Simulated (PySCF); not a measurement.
Input file:

```
{"job": {"kind": "uv", "xc": "CAM-B3LYP", "basis": "def2-SVPD", "nstates": 8, "ntriplets": 3}, "charge": 0, "multiplicity": 1}
O      0.269673     2.142592     1.163940
P     -0.733188     1.145609     0.781454
C     -0.592580    -0.614793     1.107780
C     -0.484352    -0.188883    -0.393570
Si     1.210923    -0.304705    -1.210839
H     -2.059494     1.528030     0.826856
H     -1.442317    -1.225670     1.373818
H      0.332480    -0.939926     1.566736
H     -1.338148    -0.481990    -0.989973
H      2.233687     0.259324    -0.338168
H      1.472979    -1.731205    -1.429991
H      1.131536     0.410932    -2.484069
```

Command:

```sh
OMP_NUM_THREADS=1 python probes_run.py task.json out
```

Geometry: GFN2-xTB.

Level of theory: CAM-B3LYP/def2-SVPD, SCF density, gas phase (PySCF 2.14.0).

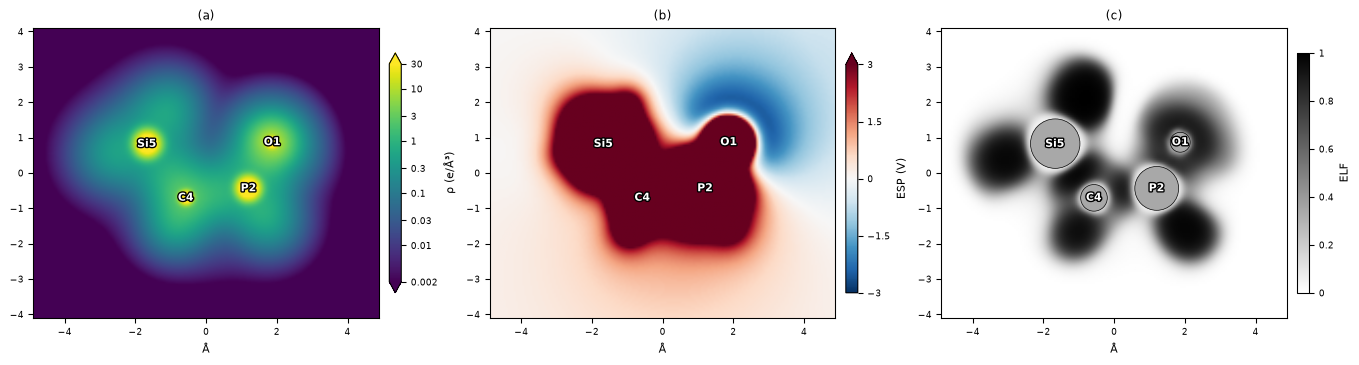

C₂H₇OPSi. (a) total electron density; (b) molecular electrostatic potential; (c) ELF on the plane of atoms O1, P2 and C4. Grey discs cover the atomic cores in the ELF map.

Read the bonding off the picture.

Answer. Atoms in the plane: O, P, C and Si.
P–O (1.46 Å): ρ at the midpoint is about 1.9 e/Å³; the ELF peaks at about 0.80 between the atoms (a polar covalent bond).
C–P (1.80 Å): ρ at the midpoint is about 1.1 e/Å³; the ELF peaks at about 0.85 between the atoms; localised, covalent bonding.
C–Si (1.89 Å): ρ is about 0.93 e/Å³ halfway; the ELF peaks at about 0.95 between the atoms: a shared electron pair.
The ELF also peaks beside O1, away from the bonds: lone-pair regions.
Outside the dense part of the molecule the potential is most negative (−2.5 V) near O1.
